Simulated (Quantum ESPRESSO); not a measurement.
# The valence band of WC as photoemission sees it, part 12 of 15

Wanted: projected DOS of WC, weighted into photoemission and X-ray emission spectra, at several levels of theory.

Quantum ESPRESSO 7.5; DFT, PBE, plane waves, ultrasoft GBRV pseudopotentials, scalar-relativistic (the session's first sound run).

So far. Step 9 (With spin–orbit coupling: bands): Of the bands kept, 4 cross the Fermi level on this path (spinor bands, one electron each). Step 10 (With PBEsol: self-consistent run): The run ends at a pressure of -5.47 GPa.

### Step 13. With PBEsol: bands

Level of this step: DFT, PBEsol, plane waves, ultrasoft GBRV pseudopotentials, scalar-relativistic (Quantum ESPRESSO).

The bands are solved at chosen points on the fixed potential.

Input file bands.in:

```
&control
  calculation = 'bands'
  prefix = 'pes'
  outdir = './tmp'
  pseudo_dir = './pp'
  verbosity = 'high'
/
&system
  ibrav = 0
  nat = 2
  ntyp = 2
  ecutwfc = 40.0
  ecutrho = 200.0
  occupations = 'smearing'
  nbnd = 17
  smearing = 'fd'
  degauss = 0.00367
/
&electrons
  conv_thr = 1.2e-08
  mixing_beta = 0.5
  electron_maxstep = 120
  diago_full_acc = .true.
/
ATOMIC_SPECIES
W 183.8400 w_pbesol_v1.2.uspp.F.UPF
C 12.0110 c_pbesol_v1.2.uspp.F.UPF
CELL_PARAMETERS angstrom
 2.906500000 0.000000000 0.000000000
 -1.453250000 2.517102836 0.000000000
 0.000000000 0.000000000 2.836600000
ATOMIC_POSITIONS crystal
W 0.000000000 0.000000000 0.000000000
C 0.666666667 0.333333333 0.500000000
K_POINTS crystal
93
 0.00000000 0.00000000 0.00000000 1
 0.05000000 0.00000000 0.00000000 1
 0.10000000 0.00000000 0.00000000 1
 0.15000000 0.00000000 0.00000000 1
 0.20000000 0.00000000 0.00000000 1
 0.25000000 0.00000000 0.00000000 1
 ! [... 85 more points ...]
 0.33333300 0.33333300 0.05000000 1
 0.33333300 0.33333300 0.00000000 1
```

Launch:

```sh
$ OMP_NUM_THREADS=1 mpirun -n 4 pw.x -nk 4 -in bands.in > bands.out
```

Log:

```text
[banner, memory and clock lines left out]
Program PWSCF v.7.5 starts

          URL

     Atomic positions and unit cell read from directory:
     ./tmp/pes.save/

     Message from routine setup:
     using ibrav=0 with symmetry is DISCOURAGED, use correct ibrav instead

     G-vector sticks info

     bravais-lattice index     =            0
     lattice parameter (alat)  =       5.4925  a.u.
     unit-cell volume          =     140.0445 (a.u.)^3
     number of atoms/cell      =            2
     number of atomic types    =            2
     number of electrons       =        18.00
     number of Kohn-Sham states=           17
     kinetic-energy cutoff     =      40.0000  Ry
     charge density cutoff     =     200.0000  Ry
     Exchange-correlation= SLA  PW   PSX  PSC
                           (   1   4  10   8   0   0   0)

     celldm(1)=   5.492489  celldm(2)=   0.000000  celldm(3)=   0.000000
     celldm(4)=   0.000000  celldm(5)=   0.000000  celldm(6)=   0.000000

     crystal axes: (cart. coord. in units of alat)
               a(1) = (   1.000000   0.000000   0.000000 )
               a(2) = (  -0.500000   0.866025   0.000000 )
               a(3) = (   0.000000   0.000000   0.975950 )

     reciprocal axes: (cart. coord. in units 2 pi/alat)
               b(1) = (  1.000000  0.577350 -0.000000 )
               b(2) = (  0.000000  1.154701  0.000000 )
               b(3) = (  0.000000 -0.000000  1.024642 )

     PseudoPot. # 1 for W  read from file:
     ./pp/w_pbesol_v1.2.uspp.F.UPF
     Pseudo is Ultrasoft + core correction, Zval = 14.0
     Generated by new atomic code, or converted to UPF format
     Using radial grid of  923 points,  8 beta functions with:
                l(1) =   0
                l(2) =   0
                l(3) =   0
                l(4) =   1
                l(5) =   1
                l(6) =   2
                l(7) =   2
                l(8) =   3
     Q(r) pseudized with  6 coefficients,  rinner =    1.350   1.350   1.350
                                                       1.350   1.350   1.350
                                                       1.350

     PseudoPot. # 2 for C  read from file:
     ./pp/c_pbesol_v1.2.uspp.F.UPF
     Pseudo is Ultrasoft + core correction, Zval =  4.0
     Generated by new atomic code, or converted to UPF format
     Using radial grid of  721 points,  4 beta functions with:
                l(1) =   0
                l(2) =   0
                l(3) =   1
                l(4) =   1
     Q(r) pseudized with  8 coefficients,  rinner =    1.100   1.100   1.100

     atomic species   valence    mass     pseudopotential
     W                14.00   183.84000     W ( 1.00)
     C                 4.00    12.01100     C ( 1.00)

     12 Sym. Ops. (no inversion) found

                                    s                        frac. trans.

      isym =  1     identity

 cryst.   s( 1) = (     1          0          0      )
                  (     0          1          0      )
                  (     0          0          1      )

 cart.    s( 1) = (  1.0000000 -0.0000000  0.0000000 )
                  (  0.0000000  1.0000000  0.0000000 )
                  (  0.0000000  0.0000000  1.0000000 )

      isym =  2     180 deg rotation - cart. axis [0,1,0]

 cryst.   s( 2) = (    -1          0          0      )
                  (     1          1          0      )
                  (     0          0         -1      )

 cart.    s( 2) = ( -1.0000000  0.0000000  0.0000000 )
                  (  0.0000000  1.0000000  0.0000000 )
                  (  0.0000000  0.0000000 -1.0000000 )

      isym =  3     120 deg rotation - cryst. axis [0,0,1]

 cryst.   s( 3) = (     0          1          0      )
                  (    -1         -1          0      )
                  (     0          0          1      )

 cart.    s( 3) = ( -0.5000000 -0.8660254  0.0000000 )
                  (  0.8660254 -0.5000000  0.0000000 )
                  (  0.0000000  0.0000000  1.0000000 )

      isym =  4     120 deg rotation - cryst. axis [0,0,-1]

 cryst.   s( 4) = (    -1         -1          0      )
                  (     1          0          0      )
                  (     0          0          1      )

 cart.    s( 4) = ( -0.5000000  0.8660254  0.0000000 )
                  ( -0.8660254 -0.5000000  0.0000000 )
                  (  0.0000000  0.0000000  1.0000000 )

      isym =  5     180 deg rotation - cryst. axis [1,-1,0]

 cryst.   s( 5) = (     0         -1          0      )
[...]
cart.    s( 5) = (  0.5000000 -0.8660254  0.0000000 )
[...]
isym =  6     180 deg rotation - cryst. axis [2,1,0]

 cryst.   s( 6) = (     1          1          0      )
[...]
cart.    s( 6) = (  0.5000000  0.8660254  0.0000000 )
[...]
isym =  7     inv. 180 deg rotation - cart. axis [0,0,1]

 cryst.   s( 7) = (     1          0          0      )
[...]
cart.    s( 7) = (  1.0000000 -0.0000000  0.0000000 )
[...]
isym =  8     inv. 180 deg rotation - cart. axis [1,0,0]

 cryst.   s( 8) = (    -1          0          0      )
[...]
cart.    s( 8) = ( -1.0000000  0.0000000  0.0000000 )
[...]
isym =  9     inv.  60 deg rotation - cryst. axis [0,0,1]

 cryst.   s( 9) = (    -1         -1          0      )
[...]
cart.    s( 9) = ( -0.5000000  0.8660254  0.0000000 )
[...]
isym = 10     inv.  60 deg rotation - cryst. axis [0,0,-1]

 cryst.   s(10) = (     0          1          0      )
[...]
cart.    s(10) = ( -0.5000000 -0.8660254  0.0000000 )
[...]
isym = 11     inv. 180 deg rotation - cryst. axis [0,1,0]

 cryst.   s(11) = (     1          1          0      )
                  (     0         -1          0      )
                  (     0          0          1      )

 cart.    s(11) = (  0.5000000  0.8660254  0.0000000 )
                  (  0.8660254 -0.5000000  0.0000000 )
                  (  0.0000000  0.0000000  1.0000000 )

      isym = 12     inv. 180 deg rotation - cryst. axis [1,1,0]

 cryst.   s(12) = (     0         -1          0      )
                  (    -1          0          0      )
                  (     0          0          1      )

 cart.    s(12) = (  0.5000000 -0.8660254  0.0000000 )
                  ( -0.8660254 -0.5000000  0.0000000 )
                  (  0.0000000  0.0000000  1.0000000 )

   Cartesian axes

     site n.     atom                  positions (alat units)
         1        W      tau(   1) = (   0.0000000   0.0000000   0.0000000  )
[...]
k(    6) = (   0.2500000   0.1443376   0.0000000), wk =   0.0215054
        k(    7) = (   0.3000000   0.1732051   0.0000000), wk =   0.0215054
        k(    8) = (   0.3500000   0.2020726   0.0000000), wk =   0.0215054
        k(    9) = (   0.4000000   0.2309401   0.0000000), wk =   0.0215054
        k(   10) = (   0.4500000   0.2598076   0.0000000), wk =   0.0215054
        k(   11) = (   0.5000000   0.2886751   0.0000000), wk =   0.0215054
        k(   12) = (   0.4833333   0.3175426   0.0000000), wk =   0.0215054
        k(   13) = (   0.4666666   0.3464100   0.0000000), wk =   0.0215054
        k(   14) = (   0.4499999   0.3752775   0.0000000), wk =   0.0215054
        k(   15) = (   0.4333332   0.4041450   0.0000000), wk =   0.0215054
        k(   16) = (   0.4166665   0.4330124   0.0000000), wk =   0.0215054
[...]
cryst. coord.
[...]
k(   86) = (   0.3333330   0.3333330   0.3500000), wk =   0.0215054
        k(   87) = (   0.3333330   0.3333330   0.3000000), wk =   0.0215054
        k(   88) = (   0.3333330   0.3333330   0.2500000), wk =   0.0215054
        k(   89) = (   0.3333330   0.3333330   0.2000000), wk =   0.0215054
        k(   90) = (   0.3333330   0.3333330   0.1500000), wk =   0.0215054
        k(   91) = (   0.3333330   0.3333330   0.1000000), wk =   0.0215054
        k(   92) = (   0.3333330   0.3333330   0.0500000), wk =   0.0215054
        k(   93) = (   0.3333330   0.3333330   0.0000000), wk =   0.0215054

     Dense  grid:     6721 G-vectors     FFT dimensions: (  25,  25,  25)

     Smooth grid:     4761 G-vectors     FFT dimensions: (  24,  24,  24)

     Dynamical RAM for                 wfc:       0.16 MB

     Dynamical RAM for     wfc (w. buffer):       0.16 MB

     Dynamical RAM for           str. fact:       0.21 MB

     Dynamical RAM for           local pot:       0.00 MB

     Dynamical RAM for          nlocal pot:       0.31 MB

     Dynamical RAM for                qrad:       5.45 MB

     Dynamical RAM for          rho,v,vnew:       0.67 MB

     Dynamical RAM for           G-vectors:       0.42 MB

     Dynamical RAM for          h,s,v(r/c):       0.05 MB

     Dynamical RAM for          <psi|beta>:       0.01 MB

     Dynamical RAM for                 psi:       0.31 MB

     Dynamical RAM for                hpsi:       0.31 MB

     Dynamical RAM for                spsi:       0.31 MB

     Dynamical RAM for      wfcinit/wfcrot:       0.32 MB

     Dynamical RAM for           addusdens:       9.79 MB

     The potential is recalculated from file :
     ./tmp/pes.save/charge-density

     negative rho (up, down):  6.711E-02 0.000E+00
     Starting wfcs are   17 randomized atomic wfcs

     Band Structure Calculation
     Davidson diagonalization with overlap

     Computing kpt #:     1  of    24 on this pool

     Computing kpt #:     2  of    24 on this pool

     Computing kpt #:     3  of    24 on this pool

     Computing kpt #:     4  of    24 on this pool

     Computing kpt #:     5  of    24 on this pool

     Computing kpt #:     6  of    24 on this pool

     Computing kpt #:     7  of    24 on this pool

     Computing kpt #:     8  of    24 on this pool

     Computing kpt #:     9  of    24 on this pool

     Computing kpt #:    10  of    24 on this pool

     Computing kpt #:    11  of    24 on this pool

     Computing kpt #:    12  of    24 on this pool

     Computing kpt #:    13  of    24 on this pool

     Computing kpt #:    14  of    24 on this pool

     Computing kpt #:    15  of    24 on this pool

     Computing kpt #:    16  of    24 on this pool

     Computing kpt #:    17  of    24 on this pool

     Computing kpt #:    18  of    24 on this pool

     Computing kpt #:    19  of    24 on this pool

     Computing kpt #:    20  of    24 on this pool

     Computing kpt #:    21  of    24 on this pool

     Computing kpt #:    22  of    24 on this pool

     Computing kpt #:    23  of    24 on this pool

     Computing kpt #:    24  of    24 on this pool

     ethr =  6.67E-11,  avg # of iterations = 26.4

     End of band structure calculation

          k = 0.0000 0.0000 0.0000 (   611 PWs)   bands (ev):

   -53.4579 -17.4431 -17.3402 -17.3402   6.0658  16.1652  17.1607  17.1607
    20.6117  23.7212  23.7212  26.1418  26.1418  26.9064  34.7594  37.1479
    37.1479

          k = 0.0500 0.0289 0.0000 (   617 PWs)   bands (ev):

   -53.4565 -17.4407 -17.3618 -17.3454   6.1323  16.1913  17.0618  17.2230
    20.3969  23.6964  23.9574  25.9992  26.0935  27.1108  34.6026  37.2872
    37.4505

          k = 0.1000 0.0577 0.0000 (   609 PWs)   bands (ev):

   -53.4523 -17.4320 -17.4221 -17.3591   6.3279  16.1981  16.8658  17.4063
    19.8972  23.6271  24.5173  25.6221  25.9613  27.6625  34.3172  37.6920
    38.1314

          k = 0.1500 0.0866 0.0000 (   605 PWs)   bands (ev):

   -53.4458 -17.5157 -17.4197 -17.3803   6.6402  15.9474  16.8660  17.6990
    19.3055  23.5212  25.1097  25.1858  25.7723  28.4314  34.1208  38.3255
    38.8374

          k = 0.2000 0.1155 0.0000 (   601 PWs)   bands (ev):

   -53.4377 -17.6322 -17.4067 -17.4041   7.0494  15.4818  17.0548  18.0803
    18.7206  23.3912  24.5890  25.5622  25.8354  29.2467  34.1370  38.8366
    39.1314

          k = 0.2500 0.1443 0.0000 (   604 PWs)   bands (ev):

   -53.4286 -17.7595 -17.4369 -17.3870   7.5293  14.9751  17.2486  18.1873
    18.5195  23.2511  24.2003  25.3632  26.3915  29.9140  34.4631  38.6800
    38.7727

          k = 0.3000 0.1732 0.0000 (   610 PWs)   bands (ev):

   -53.4196 -17.8852 -17.4664 -17.3702   8.0463  14.4969  17.3390  17.7295
    18.9774  23.1153  24.0709  25.2032  26.8131  30.3038  35.0651  37.7321
    38.8302

          k = 0.3500 0.2021 0.0000 (   604 PWs)   bands (ev):

   -53.4114 -17.9958 -17.4919 -17.3544   8.5579  14.0814  17.2834  17.3623
    19.4064  22.9966  24.2592  25.0984  27.0956  30.4351  35.2933  37.0463
    39.2364

          k = 0.4000 0.2309 0.0000 (   592 PWs)   bands (ev):

[...]
39.7817

          k = 0.4500 0.2598 0.0000 (   594 PWs)   bands (ev):

[...]
40.1036

          k = 0.5000 0.2887 0.0000 (   600 PWs)   bands (ev):

[...]
39.9027

          k = 0.4833 0.3175 0.0000 (   594 PWs)   bands (ev):

[...]
39.9325

          k = 0.4667 0.3464 0.0000 (   592 PWs)   bands (ev):

[...]
40.0067

          k = 0.4500 0.3753 0.0000 (   600 PWs)   bands (ev):

[...]
40.0940

          k = 0.4333 0.4041 0.0000 (   602 PWs)   bands (ev):

[...]
40.1660

          k = 0.4167 0.4330 0.0000 (   604 PWs)   bands (ev):

[...]
k = 0.3333 0.5773 0.3586 (   606 PWs)   bands (ev):

[...]
37.9690

          k = 0.3333 0.5773 0.3074 (   603 PWs)   bands (ev):

[...]
38.4732

          k = 0.3333 0.5773 0.2562 (   600 PWs)   bands (ev):

[...]
37.7071

          k = 0.3333 0.5773 0.2049 (   603 PWs)   bands (ev):

[...]
37.1227

          k = 0.3333 0.5773 0.1537 (   603 PWs)   bands (ev):

   -53.3838 -17.9194 -17.8654 -17.4622  10.1148  14.7517  15.2652  16.4157
    19.8979  22.9028  23.9623  24.7376  29.1751  34.2228  35.4228  36.4572
    38.0964

          k = 0.3333 0.5773 0.1025 (   588 PWs)   bands (ev):

   -53.3881 -17.9293 -17.8750 -17.3842  10.1714  14.2921  15.6108  16.7295
    20.1850  22.7112  22.9907  24.2227  29.4511  35.0355  35.5967  36.0290
    39.0807

          k = 0.3333 0.5773 0.0512 (   588 PWs)   bands (ev):

   -53.3909 -17.9365 -17.8821 -17.3339  10.2054  14.0064  15.8396  16.9621
    20.6316  22.1068  22.5944  23.8581  29.6416  35.6220  35.6941  35.7589
    39.9403

          k = 0.3333 0.5773 0.0000 (   582 PWs)   bands (ev):

   -53.3919 -17.9387 -17.8842 -17.3158  10.2168  13.9095  15.9196  17.0498
    21.0905  21.4985  22.5553  23.7251  29.7106  35.6664  35.7256  35.8410
    40.3362

     XML data file, pseudopotentials, collected wavefunctions

                                        0.00s GPU  (     773 calls)
```

It took 3.4 s on 4 MPI ranks of Intel Xeon at 2.60GHz (Ice Lake), shared host; 13 s of CPU time.

Electronic bands along the path, in eV, zero at the Fermi level; # counts the bands kept:

| point | #2 | #3 | #4 | #5 | #6 | #7 | #8 | #9 |
| --- | --- | --- | --- | --- | --- | --- | --- | --- |
| Γ | -4.33 | -3.33 | -3.33 | 0.12 | 3.23 | 3.23 | 5.65 | 5.65 |
| M | -7.04 | -3.62 | -3.59 | -0.43 | 2.33 | 4.54 | 4.90 | 6.87 |
| K | -6.58 | -4.57 | -3.44 | 0.60 | 1.01 | 2.06 | 3.23 | 9.22 |
| Γ | -4.33 | -3.33 | -3.33 | 0.12 | 3.23 | 3.23 | 5.65 | 5.65 |
| A | -8.67 | -2.00 | -2.00 | -0.60 | -0.60 | 3.69 | 4.54 | 4.54 |
| L | -6.46 | -4.32 | -4.17 | 0.30 | 4.45 | 5.33 | 6.67 | 9.22 |
| H | -7.24 | -5.40 | -1.59 | -0.65 | 4.41 | 6.43 | 7.62 | 9.07 |
| A | -8.67 | -2.00 | -2.00 | -0.60 | -0.60 | 3.69 | 4.54 | 4.54 |
| jump to L | -6.46 | -4.32 | -4.17 | 0.30 | 4.45 | 5.33 | 6.67 | 9.22 |
| M | -7.04 | -3.62 | -3.59 | -0.43 | 2.33 | 4.54 | 4.90 | 6.87 |
| jump to H | -7.24 | -5.40 | -1.59 | -0.65 | 4.41 | 6.43 | 7.62 | 9.07 |
| K | -6.58 | -4.57 | -3.44 | 0.60 | 1.01 | 2.06 | 3.23 | 9.22 |

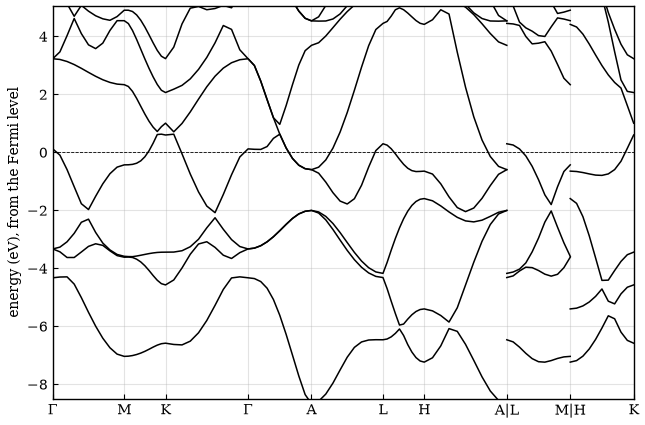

Electronic bands along the path.

Of the bands kept, 2 cross the Fermi level on this path.

(Part 12 of 15 ends here.)

[Logs are printed without paths, hosts, clocks, repeated set-up lines and the standing remarks that a program may print on its own settings, such as how far it seeks lower states.]

[Hosts, paths, dates, database ids (printed as entryN), source tags and the programs' standing remarks are cut or masked in the printed files.]

[Maps of the electrostatic potential energy from Ansatz leave out the sawtooth potential of an applied field or a dipole correction, so their vacuum need not be flat; work functions include it.]

[Peak lists hold at most the 14 tallest peaks of each spectrum; further lines can be left out.]
